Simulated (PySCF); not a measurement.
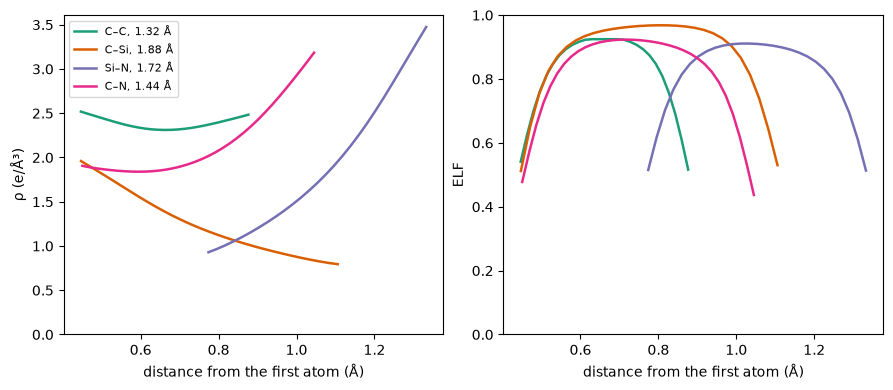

Figure. C4H13NSi2. Total electron density and electron localisation function along straight lines between neighbouring atoms. The curves leave out the atomic cores.

Geometry: GFN2-xTB.

Method: PySCF, PBE0/pcSseg-1, SCF density, gas phase, non-relativistic.

```xyz
20

C    -2.8635    1.2157   -1.5772
C    -2.7365    0.6830   -0.3729
Si   -2.1132   -1.0593   -0.0292
C    -0.4101   -0.9600    0.7970
Si    0.8904   -0.0532   -0.2398
N     2.3766   -0.2287    0.6074
C     3.6122    0.3459    0.1376
H    -2.6248    0.6565   -2.4675
H    -3.2105    2.2259   -1.7384
H    -2.9948    1.2954    0.4840
H    -3.0658   -1.7254    0.8760
H    -2.0252   -1.8170   -1.2818
H    -0.0640   -1.9698    1.0111
H    -0.5160   -0.4643    1.7617
H     0.4645    1.3428   -0.4550
H     1.1065   -0.6776   -1.5493
H     2.3497   -0.2748    1.6150
H     3.6349    0.2805   -0.9474
H     4.4643   -0.2055    0.5400
H     3.7201    1.4006    0.4158
```

Compare the contacts.

C–C (1.32 Å): ρ is about 2.3 e/Å³ halfway; the ELF peaks at about 0.90 between the atoms: a multiple bond.
C–Si (1.88 Å): ρ at the midpoint is about 0.94 e/Å³; the ELF peaks at about 0.95 between the atoms, as expected for localised, covalent bonding.
Si–N (1.72 Å): the density is about 1.1 e/Å³ at the midpoint; the ELF peaks at about 0.90 between the atoms: a shared but strongly polarised pair.
C–N (1.44 Å): ρ is about 1.9 e/Å³ halfway; the ELF peaks at about 0.90 between the atoms: localised, covalent bonding.
